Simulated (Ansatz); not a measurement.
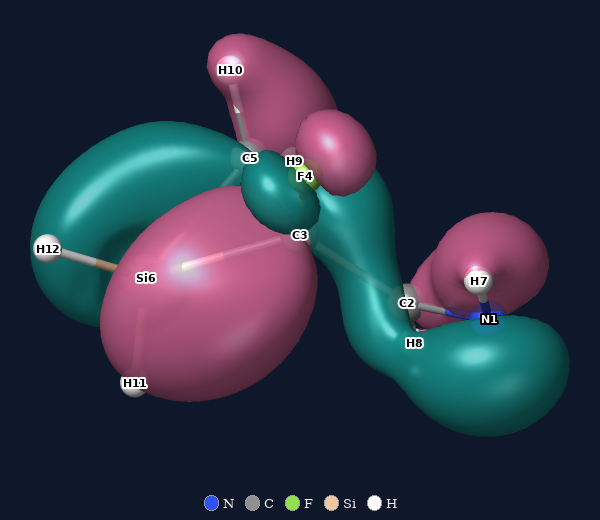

*C3H6FNSi. The HOMO at ±0.1 Å⁻³ᐟ² (teal and pink are the two phases), seen at a tilt.*

Computed with Ansatz, RHF/6-31G.

```yaml
atoms:
  - { symbol: N, position_ang: [-1.8509, 0.2881, 1.7669] }
  - { symbol: C, position_ang: [-1.0755, 0.5875, 0.8185] }
  - { symbol: C, position_ang: [-0.0959, -0.3048, 0.1705] }
  - { symbol: F, position_ang: [-0.2338, -1.6315, 0.6482] }
  - { symbol: C, position_ang: [0.1103, -0.2448, -1.3435] }
  - { symbol: Si, position_ang: [1.6751, 0.2006, -0.3732] }
  - { symbol: H, position_ang: [-1.7831, -0.6627, 2.0926] }
  - { symbol: H, position_ang: [-1.1090, 1.5919, 0.4319] }
  - { symbol: H, position_ang: [-0.4421, 0.5106, -1.8743] }
  - { symbol: H, position_ang: [0.0822, -1.2032, -1.8307] }
  - { symbol: H, position_ang: [2.0583, 1.6215, -0.2395] }
  - { symbol: H, position_ang: [2.7414, -0.8082, -0.2334] }
```

> Describe this orbital and give its energy.

By Hirshfeld shares it lies mainly on Si6 (about 30 %), C3 (about 20 %), N1 (about 15 %), C5 (about 15 %) and C2 (about 5 %). Its energy is −9.77 eV.
